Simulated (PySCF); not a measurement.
```xyz
14

C     0.9601    2.5015   -0.5924
C     0.7717    1.3221   -0.7310
P     0.4515   -0.3780   -1.1175
C     1.8518   -1.0383   -0.2554
C     2.8162   -1.5578    0.2397
C    -0.8003   -0.6998    0.2417
C    -2.1273   -0.0173   -0.0606
H     1.1338    3.5250   -0.4258
H     3.6540   -1.9893    0.7055
H    -0.3959   -0.3512    1.1964
H    -0.9355   -1.7842    0.3055
H    -2.5391   -0.3724   -1.0041
H    -2.8502   -0.2219    0.7275
H    -1.9916    1.0612   -0.1316
```

Geometry: GFN2-xTB.

Method: B3LYP/def2-SVPD, SCF density, gas phase (PySCF 2.14.0).

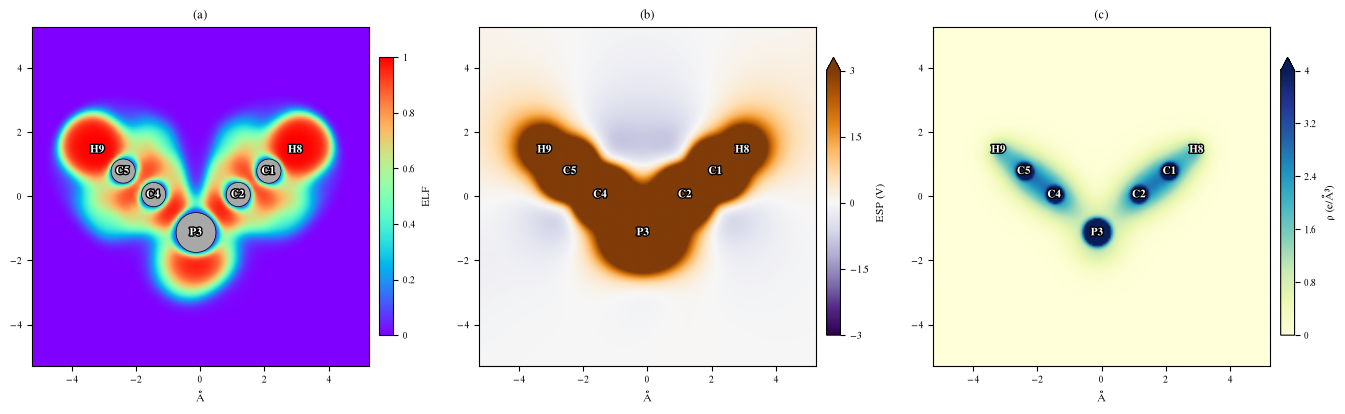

C6H7P (SMILES C#CP(C#C)CC). (a) electron localisation function; (b) molecular electrostatic potential; (c) total electron density on the plane of atoms C2, P3 and C4. Grey discs cover the atomic cores in the ELF map.

Question: Describe what can be read from this map.

Answer: Atoms in the plane: C, P and H.
C–C (1.20 Å): ρ at the midpoint is about 2.7 e/Å³; the ELF peaks at about 0.85 between the atoms: a multiple bond.
C–P (1.77 Å): the density is about 1.2 e/Å³ at the midpoint; the ELF peaks at about 0.95 between the atoms, as expected for localised, covalent bonding.
C–H (1.05 Å): ρ at the midpoint is about 2.1 e/Å³; the ELF climbs to about 1 towards the hydrogen, as it does in any bond to H; an ordinary covalent bond to hydrogen.
The ELF also peaks beside P3, away from the bonds: lone-pair regions.
Outside the dense part of the molecule the potential is most negative (−0.9 V) near C4.
